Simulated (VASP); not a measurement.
Band structure of Pb (fcc). Calculation: RPBE GGA, VASP's PBE PAW potentials (set 64) (plane waves; VASP).

Unless said otherwise, spin-orbit coupling is left out, though it shifts the bands of the heavy elements here.

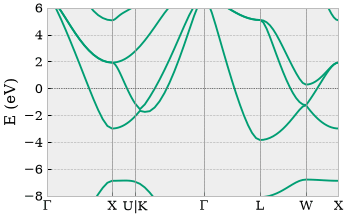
Figure: Bands along high-symmetry lines, zero at the valence-band maximum or, without a gap, the Fermi level

**Question.** Read the plot: is there a gap, and where are the band edges?

**Answer.** It has no gap at this level: it comes out as a metal or semimetal. (Edges off the drawn lines would not show.)

The compound is Pb in the fcc structure. It was relaxed first, which changed the volume by +9 %.
